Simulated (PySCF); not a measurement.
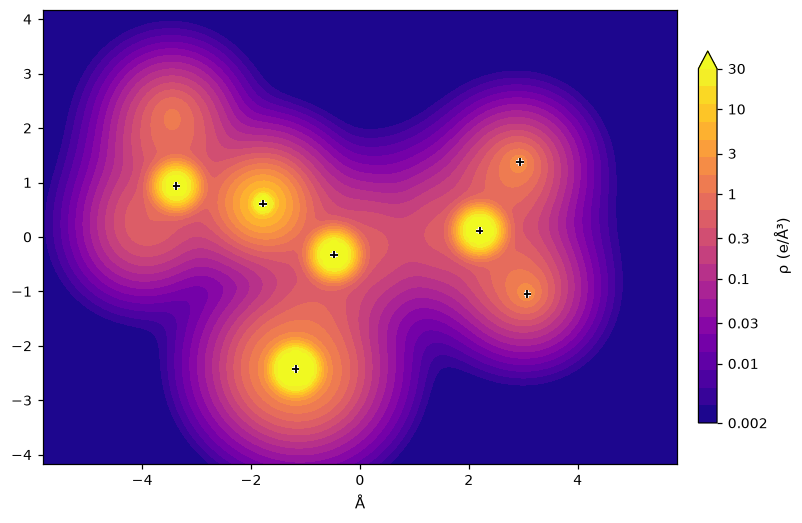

The electron density on a plane through atoms (crosses mark nuclei in the plane).

Level of theory: CAM-B3LYP/def2-SVPD, SCF density, gas phase in PySCF.

Candidates:
A. C$_{3}$H$_{7}$B$_{2}$FO (SMILES BOBCC(=C)F)
B. C$_{2}$H$_{9}$BrOSi$_{3}$ (SMILES [SiH3]O[Si]1(Br)C[SiH2]C1)

Which candidate gave the map?

Answer. Candidate B: C$_{2}$H$_{9}$BrOSi$_{3}$ on the plane of atoms O2, Si3 and Br4, which holds Si, O, Br and H. Si–O (1.61 Å): ρ at the midpoint is about 1.2 e/Å³. Si–Br (2.22 Å): the density is about 0.78 e/Å³ at the midpoint.
